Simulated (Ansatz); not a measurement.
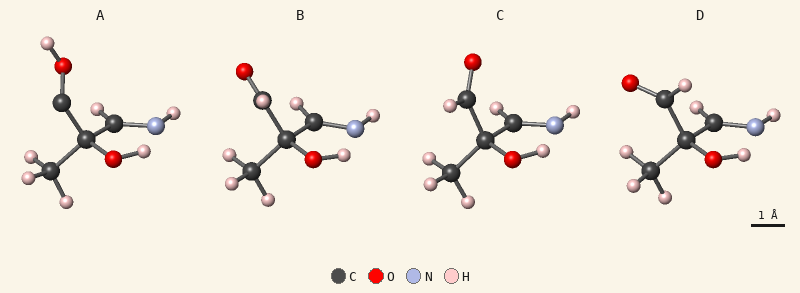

4 geometries from a converged minimum-energy path of C$_{4}$H$_{7}$NO$_{2}$, shuffled. The picture is a ball-and-stick view, seen from a free direction.

The calculation used Ansatz, RKS LDA/6-31G*. Run with 5 movable images; climbing image; force threshold 0.05 eV/Å; iteration limit 60; starting path through a guess of the saddle point.

Q: Which frame is the top of the path?

A: A. In order along the path, whose images run from 0 to 6: D (image 0, 0.0 kJ/mol), B (image 1, +4.5 kJ/mol), C (image 2, +12.0 kJ/mol), A (image 5, +256.5 kJ/mol). A hydrogen atom shifts from one atom to another. Breaking: C–H (1.13 → 1.87 Å). Forming: H–O (2.06 → 0.98 Å).

The run took 2.3 min on 2 threads of Arm Neoverse V1, on a shared host, peak memory 0.16 GiB.
